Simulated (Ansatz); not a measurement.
# Single-point calculation, with input and output: GaH$_{4}$ClO$_{2}$

GaH$_{4}$ClO$_{2}$, computed with RKS PBE0-D4/def2-TZVPP (Ansatz 0.2.0).

The geometry is a transition state. The reaction was set up to form Ga1–H6 and Cl2–H5 and to break Ga1–Cl2 and H5–H6 (atoms counted from 1 in the order of the input); sticks are drawn by distance alone. The geometry comes from this level: PBE0-D4/def2-TZVP.

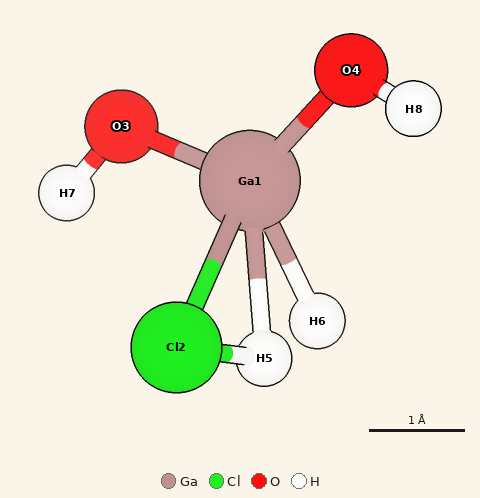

The structure (ball-and-stick view, seen at an oblique angle; atoms are numbered from 1 in the order of the input). Sticks mark near contacts. Bond lengths as drawn: Cl–Ga 2.51 Å, Cl–H 1.52 Å, Ga–H 1.70 to 1.92 Å, Ga–O 1.77 Å and H–O 0.96 Å.

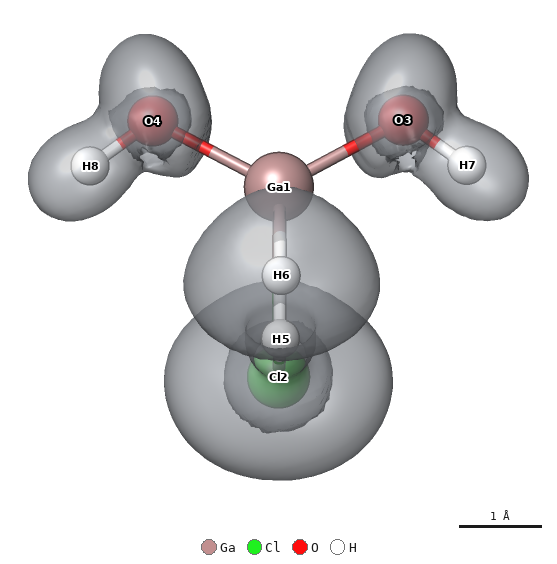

Isosurface of the electron localisation function at 0.75 (grey), seen face on. Core shells and regions of very low density are left out. Values along the shortest contacts: Ga–O (1.77 Å): the ELF peaks at about 0.85 in the valence shell of O, 0.6 Å from its nucleus, and is about 0.30 at the midpoint. Ga–Cl (2.51 Å): the ELF peaks at about 0.85 in the valence shell of Cl, 0.8 Å from its nucleus, and is about 0.40 at the midpoint (ionic bonding with no shared pair).

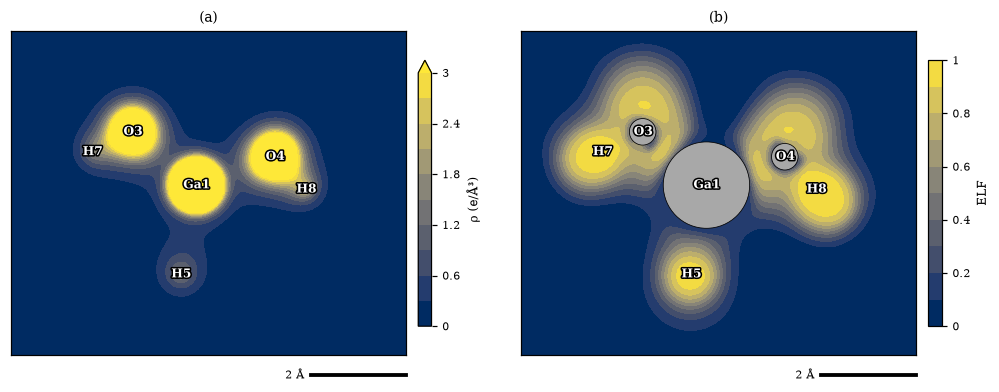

(a) total electron density; (b) ELF on the plane of atoms Ga1, O4 and H8. Grey discs, where drawn, cover atomic cores. The section cuts through Ga, O and H sites. Ga–O (1.77 Å): ρ is about 0.95 e/Å³ halfway; the ELF peaks at about 0.85 in the valence shell of O, 0.6 Å from its nucleus, and is about 0.30 at the midpoint. O–H (0.96 Å): ρ is about 3.8 e/Å³ halfway, with its minimum of 2.5 e/Å³ about 0.8 Å from O; the ELF climbs to about 1 towards the hydrogen, as it does in any bond to H (a covalent bond by its length).

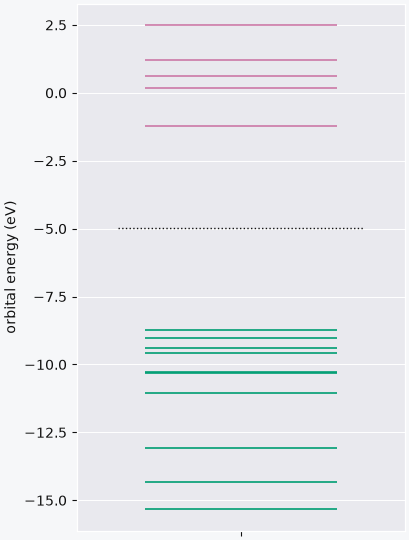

Orbital energies near the frontier; the dotted line parts filled from empty levels, and levels within 0.02 eV of each other stand side by side. Highest filled −8.73 eV, lowest empty −1.22 eV, 7.51 eV apart.

The input and output of the run follow.

**Input file**
```yaml
crystal:
  periodic: [false, false, false]
  atoms:
    - {symbol: Ga, position_ang: [-0.367671, 0.052630, -0.123032]}
    - {symbol: Cl, position_ang: [1.899859, -0.939339, 0.268578]}
    - {symbol: O, position_ang: [-0.564906, 0.487424, -1.825885]}
    - {symbol: O, position_ang: [-1.615530, -0.890312, 0.702433]}
    - {symbol: H, position_ang: [1.315187, 0.374291, 0.748548]}
    - {symbol: H, position_ang: [0.512214, 1.146584, 0.841423]}
    - {symbol: H, position_ang: [0.204566, 0.912113, -2.210220]}
    - {symbol: H, position_ang: [-1.383820, -1.143292, 1.598255]}
basis:
  gaussian: {orbitals: def2-TZVPP}
hamiltonian: {xc: pbe0, dispersion: d4}
output: {orbitals: {seedname: orbitals}}
```

Command:
```bash
ansatz run in.yaml --threads 4 --pin off --events-out ev --progress --plain --max-ram 9574MiB
```

**Output**
```
Functional definition: PBE0
  name "PBE0"
  cite "Adamo & Barone, J. Chem. Phys. 110, 6158 (1999) doi:10.1063/1.478522"
  cite "Perdew, Burke & Ernzerhof, Phys. Rev. Lett. 77, 3865 (1996) doi:10.1103/PhysRevLett.77.3865"
  parent pbe
  parameter a = 0.25
  parameter kappa = 0.804
  parameter beta = 0.06672455060314922
  exchange = (1 - a)*pbe_x(kappa = kappa, mu = beta*pi^2/3) + a*exact_x
  correlation = pbe_c(beta = beta)
1276 factors; their error is unknown
mean field evaluation 1: about -69037.3658 eV, gradient 8.1e1 eV
mean field evaluation 2: about -68998.6411 eV, gradient 1.6e2 eV
mean field evaluation 4: about -69047.6405 eV, gradient 6.1e0 eV
mean field evaluation 8: about -69047.9275 eV, gradient 3.0e-1 eV
mean field evaluation 16: about -69047.9276 eV, gradient 3.0e-5 eV
mean field -69047.92762049 eV, -2537.4645376868 hartree, gradient 3.0e-5 eV, S^2 0.000000; 0 other end points of the search recorded, 0 dependent functions left out
reference -69047.92764977 eV, -2537.4645387627 hartree; 34, 34 occupied and 174, 174 virtual orbitals, 1276 factors
Total energy: -69048.06689771 eV, -2537.4696560302 hartree
```

**Results in brief**

```csv
quantity,value
outcome,converged
total energy,−69048.0669 eV
mean-field energy,−69047.9276 eV
dispersion energy,−0.1392 eV
SCF solution under orbital rotations,stable
HOMO,−8.73 eV
LUMO,−1.22 eV
hardware,"4 threads of Arm Neoverse V1, 23 GiB of memory available, shared host"
wall time,2.6 s (CPU time 9.5 s)
peak memory,0.51 GiB
```
